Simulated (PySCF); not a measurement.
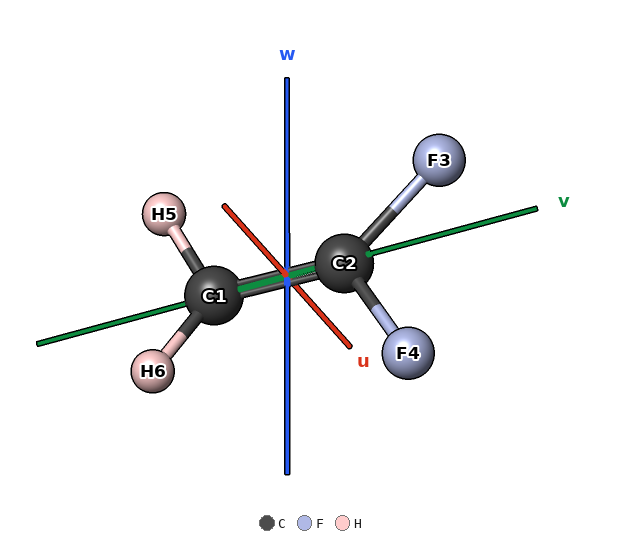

The lines u, v and w are the principal axes of the static dipole polarisability. Geometry: a frame of a GFN2-xTB molecular-dynamics simulation, not a minimum. Computed with PBE0/def2-SVPD (PySCF 2.14.0).

### Along which axis is the molecule most polarisable, and along which least?

Most along v (nearly parallel to the C1–C2 bond), least along u.

### Give the three principal values.

u 21.1, v 36.7, w 25.5 bohr³; mean 27.8, anisotropy 13.9 bohr³.
